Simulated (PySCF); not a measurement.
# C2H7BrOSi: electronic excitations

Aim: predict the electronic excitations of C2H7BrOSi (`C[C@@H](Br)[SiH2]O`).

Computed with PySCF 2.14.0, with density-fitted response routines of our own, on a single molecule in the gas phase. Atoms are numbered from 0 throughout.

## (1) The starting structure

12 atoms, charge 0, multiplicity 1; geometry from: GFN2-xTB.

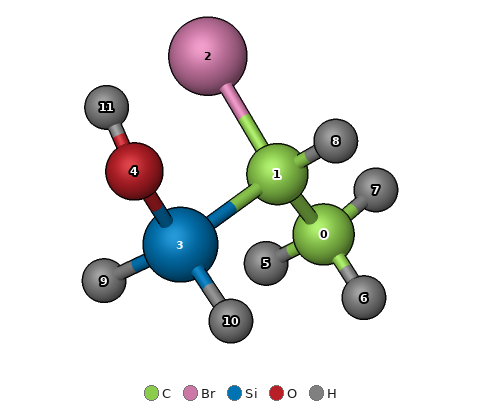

As it starts; carbon green, bromine pink, silicon blue, oxygen red, hydrogen grey, atoms numbered.

## (2) Ultraviolet spectrum: B3LYP/def2-SVPD

What the job is given:

```
{"job": {"kind": "uv", "xc": "B3LYP", "basis": "def2-SVPD", "nstates": 8, "ntriplets": 3}, "charge": 0, "multiplicity": 1}
C      1.670651    -0.351927    -0.001406
C      0.415922     0.467335     0.200158
Br     0.346959     1.899647    -1.173283
Si    -1.223702    -0.516864     0.051976
O     -2.485659     0.474572     0.241943
H      1.656064    -0.849833    -0.969211
H      1.723918    -1.114754     0.774227
H      2.568448     0.263377     0.055543
H      0.472216     1.017889     1.140311
H     -1.211652    -1.147812    -1.266197
H     -1.342282    -1.420075     1.184955
H     -2.589684     1.277759    -0.265042
```

Level: TDDFT B3LYP/def2-SVPD, vertical, gas phase, core orbitals frozen in the response.

Run with:

```sh
$ OMP_NUM_THREADS=1 python probes_run.py task.json out
```

The driver reads the jobs from task.json and runs them one after another.

What will the session give for the following? lowest singlet (B3LYP/def2-SVPD); brightest single state of those computed; lowest triplet; surface potential, least and greatest. Wanted: lowest singlet; brightest single state of those computed; lowest triplet; surface potential, least and greatest.

As calculated:

| quantity | value |
| --- | --- |
| lowest singlet (B3LYP/def2-SVPD) | 5.59 eV (222 nm), f = 0.013 |
| brightest single state of those computed | state 8, 7.40 eV, f = 0.061 |
| lowest triplet | 4.98 eV |
| surface potential, least and greatest | -1.15 V and 1.85 V |

**Reading.** The first singlet state (HOMO→LUMO 0.97) lies at 5.59 eV and is weak; of the 8 states computed, the strongest absorption comes from state 8 at 7.40 eV (the last computed, so partners may be missing). The lowest triplet lies 0.60 eV below the lowest singlet (triplets in Tamm-Dancoff, singlets in full TDDFT). At B3LYP/def2-SVPD, counted by nearest atom on the grid, the HOMO lies on Br2 64 %; C1 14 %, the LUMO on Br2 45 %; C1 27 %.
